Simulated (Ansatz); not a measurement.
# B3LYP/STO-3G run of AlHO2 (SMILES [O]=[Al][OH])

What is the electronic atomisation energy of AlHO2 at B3LYP/STO-3G? 

The calculation is run with Ansatz 0.2.0.

62 further runs of the same task are left out: 8 that didn't finish, 54 set aside as unsound or not needed.

### Step 1. The structure to begin with

The species is AlHO2 (4 atoms), meant as a singlet with charge 0. As SMILES, `[O]=[Al][OH]`. Geometry: a GFN2-xTB relaxation, a rough one for these elements and not checked as a minimum.

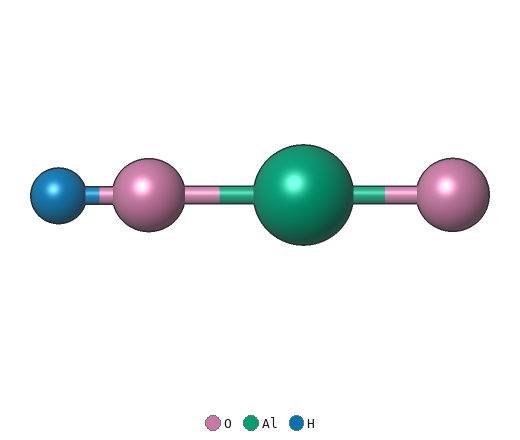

Viewed from a chosen angle; oxygen pink, aluminium teal, hydrogen blue.

### Step 2. The energy at B3LYP/STO-3G

File molecule.yaml:

```yaml
basis:
  gaussian:
    orbitals: STO-3G
crystal:
  periodic: [false, false, false]
  atoms:
    - {symbol: O, position_ang: [-1.605830, -1.403740, -0.651200]}
    - {symbol: Al, position_ang: [-0.474020, -0.415070, -0.191330]}
    - {symbol: O, position_ang: [0.698750, 0.609040, 0.285100]}
    - {symbol: H, position_ang: [1.381100, 1.209770, 0.557430]}
hamiltonian:
  xc: {name: B3LYP}
accuracy: high
```

Launch:

```sh
ansatz run molecule.yaml --threads 1 --pin off --max-ram 2610MiB --events-out events.jsonl --progress --plain --runs-dir runs
```

The log of the run:

```text
Warning: RAYON_NUM_THREADS=1 ignored (pool sized by the plan → 1); use --threads N
Functional definition: B3LYP
  name "B3LYP"
  parameter a0 = 0.2
  parameter ax = 0.72
  parameter ac = 0.81
  exchange = (1 - a0 - ax)*slater_x + ax*b88_x + a0*exact_x
  correlation = (1 - ac)*vwn_rpa_c + ac*lyp_c
342 factors; integrals over basis functions are off by at most 1.7e-8 eV
mean field evaluation 1: about -10559.1522 eV, gradient 4.6e1 eV
mean field evaluation 2: about -10425.9553 eV, gradient 1.9e2 eV
mean field evaluation 4: about -10567.7203 eV, gradient 1.4e1 eV
mean field evaluation 8: about -10568.2652 eV, gradient 7.9e-2 eV
mean field evaluation 16: about -10568.2483 eV, gradient 3.9e-6 eV
mean field -10568.24833275 eV, -388.3759628127 hartree, gradient 3.0e-9 eV, S^2 0.000000; 0 other end points of the search recorded, 0 dependent functions left out
reference -10568.24835741 eV, -388.3759637187 hartree; 15, 15 occupied and 5, 5 virtual orbitals, 342 factors
Total energy: -10568.24835741 eV, -388.3759637187 hartree
```

Wall time 0.66 s (1 thread of Intel Xeon 6975P-C (Granite Rapids), shared host); peak memory 0.11 GiB.

### Step 3. The Al atom, same level

File run.yaml:

```yaml
crystal:
  periodic: [false, false, false]
  atoms:
    - {symbol: Al, position_ang: [0.000000, 0.000000, 0.000000]}
basis:
  gaussian:
    orbitals: STO-3G
magnetization:
  spin_polarized: true
  initial_magnetization: 1
hamiltonian:
  xc: {name: B3LYP}
accuracy: high
```

Launch:

```sh
ansatz run run.yaml --threads 1 --pin off --max-ram 2610MiB --events-out events.jsonl --progress --plain --runs-dir runs
```

The log of the run:

```text
Warning: RAYON_NUM_THREADS=1 ignored (pool sized by the plan → 1); use --threads N
[... 7 set-up lines as earlier in the session ...]
42 factors; integrals over basis functions are off by at most 1.6e-9 eV
mean field evaluation 1: about -6512.3969 eV, gradient 8.1e-1 eV
mean field evaluation 2: about -6512.3989 eV, gradient 1.4e-1 eV
mean field evaluation 4: about -6512.3986 eV, gradient 3.4e-3 eV
mean field evaluation 8: about -6512.3986 eV, gradient 3.7e-9 eV
mean field -6512.39864901 eV, -239.3262360887 hartree, gradient 3.0e-9 eV, S^2 0.750001; 0 other end points of the search recorded, 0 dependent functions left out
reference -6512.39866996 eV, -239.3262368587 hartree; 7, 6 occupied and 2, 3 virtual orbitals, 42 factors
Total energy: -6512.39866996 eV, -239.3262368587 hartree
```

Wall time 0.26 s (1 thread of Intel Xeon 6975P-C (Granite Rapids), shared host).

### Step 4. The H atom

File job.yaml:

```yaml
crystal:
  periodic: [false, false, false]
  atoms:
    - symbol: H
      position_ang: [0.000000, 0.000000, 0.000000]
basis:
  gaussian:
    orbitals: STO-3G
magnetization:
  spin_polarized: true
  initial_magnetization: 1
hamiltonian:
  xc: {name: B3LYP}
accuracy: high
```

Run the same way, it converges to -0.46753 Eh (log not shown).

### Step 5. The O atom at the same level

File job.yaml:

```yaml
crystal:
  periodic: [false, false, false]
  atoms:
    - symbol: O
      position_ang: [0.000000, 0.000000, 0.000000]
basis:
  gaussian: {orbitals: STO-3G}
magnetization: {spin_polarized: true, initial_magnetization: 2}
hamiltonian: {xc: {name: B3LYP}}
accuracy: high
```

Run the same way, it converges to -74.03486 Eh (log not shown).

### Step 6. Summary of results

At B3LYP/STO-3G:

```
                     quantity          value
       molecule: total energy  -388.37596 Eh
        Al atom: total energy  -239.32624 Eh
                Al atom: ⟨S²⟩          0.750
         H atom: total energy    -0.46753 Eh
                 H atom: ⟨S²⟩          0.750
         O atom: total energy   -74.03486 Eh
                 O atom: ⟨S²⟩          2.000
electronic atomisation energy      13.945 eV
```

**Reading.** Taking the molecule apart into free atoms costs 13.95 eV (322 kcal/mol), before zero-point energy and without spin-orbit coupling. In a minimal basis such a difference can be off by several eV, whatever the method.
